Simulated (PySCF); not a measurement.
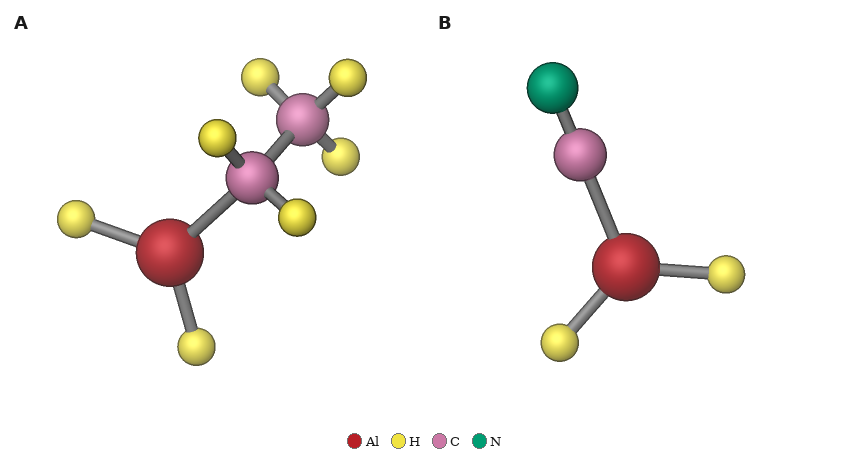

Two related species, optimised with PBE0-D3(BJ)/def2-SVP; properties computed with PySCF 2.14.0. Both: charge 0, singlet.

Question: What are A and B?

Answer: A is AlH2Et, B is AlH2(CN).

Compare them. With PBE0/pcSseg-1 (pcSseg-2 on Al): dipole moment (D), HOMO–LUMO gap (eV), HOMO energy (Kohn–Sham orbital) (eV), shielding of Al (ppm), Hirshfeld charge of Al (e), IAO charge of Al (e). With CAM-B3LYP/def2-SVPD: lowest vertical singlet excitation (eV), mean static polarisability (bohr³). With PBE0-D3(BJ)/def2-SVP: mean Al–C length (Å), mean Al–H length (Å).

```json
{"quantity": "dipole moment (D)", "A": "0.75", "B": "3.44"}
{"quantity": "HOMO–LUMO gap (eV)", "A": "6.13", "B": "6.66"}
{"quantity": "HOMO energy (Kohn–Sham orbital) (eV)", "A": "−7.54", "B": "−9.23"}
{"quantity": "shielding of Al (ppm)", "A": "272.8", "B": "337.4"}
{"quantity": "Hirshfeld charge of Al (e)", "A": "0.52", "B": "0.60"}
{"quantity": "IAO charge of Al (e)", "A": "0.77", "B": "0.78"}
{"quantity": "lowest vertical singlet excitation (eV)", "A": "4.88", "B": "5.26"}
{"quantity": "mean static polarisability (bohr³)", "A": "55.2", "B": "41.8"}
{"quantity": "mean Al–C length (Å)", "A": "1.969", "B": "1.945"}
{"quantity": "mean Al–H length (Å)", "A": "1.595", "B": "1.577"}
```

Each is one conformer, and no frequency run is at hand to confirm it as a minimum.
